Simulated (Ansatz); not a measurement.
## Fields on a plane of GaSb (zinc blende)

```xyz
2
Lattice="0.0000 3.0662 3.0662 3.0662 0.0000 3.0662 3.0662 3.0662 0.0000" Properties=species:S:1:pos:R:3 pbc="T T T"
Sb     1.5331     1.5331     1.5331
Ga     0.0000     0.0000     0.0000
```

The slice is a {100} plane (indices of the conventional cell) through the point (0.000, 0.000, 0.000) (fractional), spanned by u = [100] and v = [0 1 -1] in vectors of this cell: u (4.34 Å) and v (4.34 Å, at 90° to u). It covers one period; positions are fractions (u, v).

Atoms on it: Ga at (0.00, 0.00).

Computed with r2SCAN (plane waves to 500 eV, PAW, scalar-relativistic; Ansatz, a quantum-chemistry and plane-wave program). k mesh 13×13×13. These are valence fields of a PAW run, semicore shells included where kept as valence: close to a nucleus they are smooth pseudo fields. GaSb was relaxed with its symmetry unable to fall. Spin-orbit coupling is left out, though Sb is heavy.

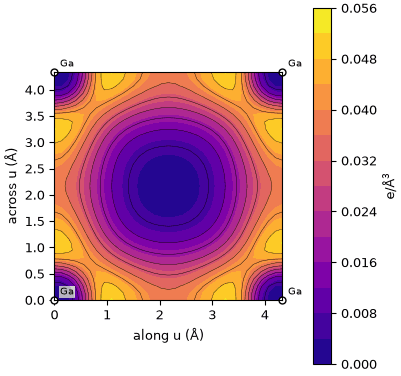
Fig. 1. Density of the highest valence band (whole band, smooth part) in e/Å³, one period of the plane, atoms marked. 

```
|xxxx.-=+*%@@@@@%%%@@@@@%*+=-.xxx|
|xxxx:==+*%@@@@%%%%%@@@@%*+==:xxx|
|xxx:-==+*#%%%%%%%%%%%%%#*+==-:xx|
|..:-===+*#%%#########%%#*+===-:.|
|--=====+*##***********##*+=====-|
|======+***+++++++++++++***+=====|
|++++++**+===---------===+**+++++|
|*******+=--:::::::::::--=+******|
|%%%###*=-::...........::-=*###%%|
|@@@%%#+=-:...       ...:-=+#%%@@|
|@@@%%*+=:..           ..:=+*%%@@|
|@@@%#*+-:..           ..:-+*#%@@|
|@@@%#*+-:.             .:-+*#%@@|
|@@%%#*+-:.             .:-+*#%%@|
|@%%%#*+-:.             .:-+*#%%%|
|%%%%#*+-:.             .:-+*#%%%|
|@%%%#*+-:.             .:-+*#%%%|
|@@%%#*+-:.             .:-+*#%%@|
|@@@%#*+-:.             .:-+*#%@@|
|@@@%#*+-:..           ..:-+*#%@@|
|@@@%%*+=:..           ..:=+*%%@@|
|@@@%%#+=-:...       ...:-=+#%%@@|
|%%%###*=-::...........::-=*###%%|
|*******+=--:::::::::::--=+******|
|++++++**+===---------===+**+++++|
|======+***+++++++++++++***+=====|
|--=====+*##***********##*+=====-|
|..:-===+*#%%#########%%#*+===-:.|
|xxx:-==+*#%%%%%%%%%%%%%#*+==-:xx|
|xxxx:==+*%@@@@%%%%%@@@@%*+==:xxx|
|xxxx.-=+*%@@@@@%%%@@@@@%*+=-.xxx|
|xxxx.-=+*%@@@@@@%@@@@@@%*+=-.xxx|
```
Scale: ten equal steps from 0.01 (start of ' ') to 0.55 (end of '@'), in the order ' .:-=+*#%@'. Values: electron localisation function (ELF). The map has 32 points along u (one character each, u = 0 at the left) and 32 along v (v = 0 in the bottom row). Points within 0.5 Å of a nucleus are blanked (x), as the pseudised field means little there.
